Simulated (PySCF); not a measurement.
# CCSD(T)/STO-3G run of BF (SMILES [B]F)

Aim: the energy change on altering one bond length of BF at CCSD(T)/STO-3G, from 2 runs. Input form: a Python script.

Program for the calculation: PySCF 2.14.0.

33 further runs of the same task are left out: 6 that didn't finish, 27 set aside as unsound or not needed.

### 1 The molecule

BF has 2 atoms, charge 0, and is taken as a singlet. As SMILES, `[B]F`. Geometry: relaxed at PBE0-D4/def2-TZVP.

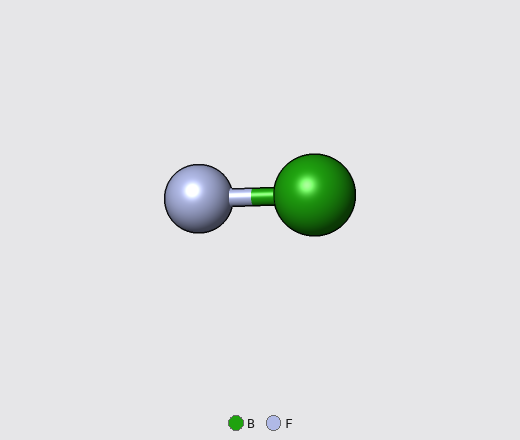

The structure, seen from a chosen angle (boron green, fluorine light blue).

### 2 A single-point energy at CCSD(T)/STO-3G

job.py reads:

```python
from pyscf import gto, cc

molecule = gto.M(
    atom='''
B      0.000000     0.000000    -0.017669
F      0.000000     0.000000     2.369225
''',
    verbose=4,
    max_memory=1860,
    unit='bohr',
    basis='sto-3g',
)

mf = molecule.RHF()
mf.conv_tol = 1e-10
mf.kernel()
if not mf.converged:
    mf = mf.newton().run(mf.mo_coeff, mf.mo_occ)

mycc = cc.CCSD(mf, frozen=2)
mycc.kernel()
e_t = mycc.ccsd_t()
energy = mycc.e_tot + e_t
print('E = %.10f Eh' % energy)
```

Launch:

```console
$ OMP_NUM_THREADS=1 python job.py
```

The program printed:

```text
PySCF version 2.14.0

[INPUT] num. atoms = 2
[INPUT] num. electrons = 14
[INPUT] charge = 0
[INPUT] spin (= nelec alpha-beta = 2S) = 0
[INPUT] symmetry False subgroup None
[INPUT] Mole.unit = bohr
[INPUT] Symbol           X                Y                Z      unit          X                Y                Z       unit  Magmom
[INPUT]  1 B      0.000000000000   0.000000000000  -0.009350032140 AA    0.000000000000   0.000000000000  -0.017669000000 Bohr   0.0
[INPUT]  2 F      0.000000000000   0.000000000000   1.253739877542 AA    0.000000000000   0.000000000000   2.369225000000 Bohr   0.0

nuclear repulsion = 18.8529528332636
number of shells = 6
number of NR pGTOs = 30
number of NR cGTOs = 10
basis = sto-3g
ecp = {}

[... 35 lines left out ...]
converged SCF energy = -122.356134458653
[... 12 lines left out ...]
Init t2, MP2 energy = -122.418162937713  E_corr(MP2) -0.0620284790595208
[... 10 lines left out ...]
CCSD converged
[... 2 lines left out ...]
E = -122.4408696986 Eh
```

Run time: 1.2 s. Hardware: 1 thread of Intel Xeon Platinum 8375C at 2.90GHz (Ice Lake), shared host; peak memory 0.12 GiB.

### 3 The distorted shape

calc.py reads:

```python
from pyscf import gto, scf, cc

molecule = gto.Mole()
molecule.atom = 'B 0.000000 -0.000000 -1.525060; F -0.000000 0.000000 1.253740'
molecule.max_memory = 1860
molecule.basis = 'sto-3g'
molecule.verbose = 4
molecule.build()

myscf = scf.RHF(molecule)
myscf.conv_tol = 1e-10
myscf.kernel()
if not myscf.converged:
    myscf = myscf.newton().run(myscf.mo_coeff, myscf.mo_occ)

mycc = cc.CCSD(myscf, frozen=2)
mycc.kernel()
e_t = mycc.ccsd_t()
e_tot = mycc.e_tot + e_t
print('E(%s) = %.9f' % ('CCSD(T)', e_tot))
```

Launch:

```console
$ OMP_NUM_THREADS=1 python calc.py
```

The program printed:

```text
PySCF version 2.14.0

[INPUT] num. atoms = 2
[INPUT] num. electrons = 14
[INPUT] charge = 0
[INPUT] spin (= nelec alpha-beta = 2S) = 0
[INPUT] symmetry False subgroup None
[INPUT] Mole.unit = angstrom
[INPUT] Symbol           X                Y                Z      unit          X                Y                Z       unit  Magmom
[INPUT]  1 B      0.000000000000   0.000000000000  -1.525060000000 AA    0.000000000000   0.000000000000  -2.881945723529 Bohr   0.0
[INPUT]  2 F      0.000000000000   0.000000000000   1.253740000000 AA    0.000000000000   0.000000000000   2.369225231412 Bohr   0.0

nuclear repulsion = 8.56951723456168
number of shells = 6
number of NR pGTOs = 30
number of NR cGTOs = 10
basis = sto-3g
ecp = {}

[... 57 lines left out ...]
converged SCF energy = -121.939883854291
[... 12 lines left out ...]
Init t2, MP2 energy = -122.090223841227  E_corr(MP2) -0.150339986935978
[... 18 lines left out ...]
CCSD converged
[... 2 lines left out ...]
E(CCSD(T)) = -122.181928056
```

Run time: 0.7 s. Hardware: 1 thread of Intel Xeon Platinum 8375C at 2.90GHz (Ice Lake), shared host; peak memory 0.1 GiB.

### 4 Outcome

At CCSD(T)/STO-3G, 2 core orbitals frozen:

| quantity | value |
| --- | --- |
| first shape: total energy | -122.44087 Eh |
| first shape: dipole moment (Hartree–Fock density) | 1.10 D |
| first shape: HOMO energy (Hartree–Fock orbitals) | -7.61 eV |
| first shape: LUMO energy (Hartree–Fock orbitals) | 8.93 eV |
| first shape: HOMO–LUMO gap (Hartree–Fock orbitals) | 16.54 eV |
| first shape: correlation energy (2 core orbitals frozen) | -84.7 mEh |
| first shape: (T) correction | -6.85 mEh |
| first shape: T1 diagnostic | 0.021 |
| distorted shape: total energy | -122.18193 Eh |
| distorted shape: dipole moment (Hartree–Fock density) | 3.83 D |
| distorted shape: HOMO energy (Hartree–Fock orbitals) | -3.36 eV |
| distorted shape: LUMO energy (Hartree–Fock orbitals) | 4.17 eV |
| distorted shape: HOMO–LUMO gap (Hartree–Fock orbitals) | 7.53 eV |
| distorted shape: correlation energy (2 core orbitals frozen) | -242.0 mEh |
| distorted shape: (T) correction | -0.40 mEh |
| distorted shape: T1 diagnostic | 0.080 |
| energy change with the B1–F2 bond stretched from 1.263 to 2.779 Å | 7.046 eV |

What this shows: With the B1–F2 bond stretched from 1.263 to 2.779 Å the energy rises by 7.05 eV (162 kcal/mol). The first shape isn't relaxed at this level, so the change isn't measured from a minimum. The minimal basis adds a large error of its own. The T1 diagnostic (first shape) of 0.021 is above the customary mark for such species, so a single reference may not serve. The triples (first shape) make up 8.1 % of the correlation energy. The T1 diagnostic (distorted shape) of 0.080 is above the customary mark for such species, so a single reference may not serve. The triples (distorted shape) make up 0.2 % of the correlation energy.
